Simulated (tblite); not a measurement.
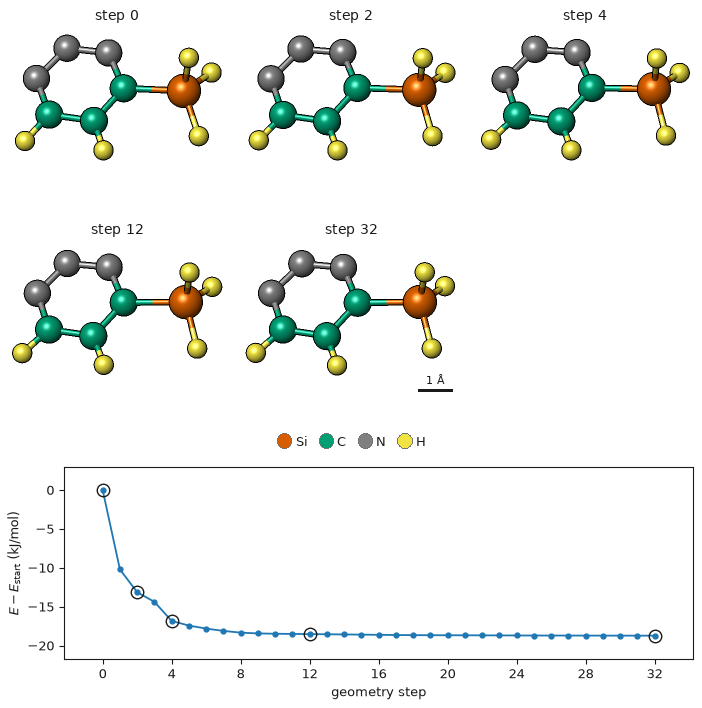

Frames of a relaxation of C3H5N3Si, marked on the history of the run. A ball-and-stick model, seen at a tilt.

Theory: GFN2-xTB geometry optimisation, gas phase in tblite 0.8.0. 

**What happens along the run?**

Over 32 geometry steps the energy falls by 18.7 kJ/mol. The largest move after the best rigid fit is that of an H atom, 0.13 Å. By element the largest moves are H 0.13 Å, Si 0.10 Å, N 0.05 Å, C 0.05 Å. Some distances before and after: C–Si 1.848 → 1.898 Å, C–C 1.359 → 1.394 Å, H–Si 1.492 → 1.462 Å, N–N 1.313 → 1.290 Å. Bond angles that change, for instance: H–Si–H 105.4° → 112.8°, C–C–H 116.0° → 123.0°, C–Si–H 113.4° → 106.4°. From step 0 to 2: the Si atom moves most (0.05 Å), energy −13.1 kJ/mol. From step 2 to 4: an H atom moves most (0.06 Å), energy −3.69 kJ/mol. From step 4 to 12: an H atom moves most (0.04 Å), energy −1.70 kJ/mol. From step 12 to 32: an H atom moves most (0.04 Å), energy −0.20 kJ/mol.

| step | E − E(0), kJ/mol |
| --- | --- |
| 0 | 0.00 |
| 1 | -10.20 |
| 2 | -13.14 |
| 3 | -14.37 |
| 4 | -16.82 |
| 5 | -17.42 |
| 6 | -17.81 |
| 7 | -18.11 |
| 8 | -18.33 |
| 9 | -18.43 |
| 10 | -18.47 |
| 11 | -18.50 |
| 12 | -18.52 |
| 13 | -18.54 |
| 15 | -18.59 |
| 16 | -18.61 |
| 17 | -18.64 |
| 18 | -18.65 |
| 19 | -18.66 |
| 20 | -18.67 |
| 22 | -18.68 |
| 23 | -18.69 |
| 24 | -18.70 |
| 25 | -18.70 |
| 26 | -18.71 |
| 27 | -18.71 |
| 29 | -18.71 |
| 30 | -18.72 |
| 31 | -18.72 |
| 32 | -18.72 |
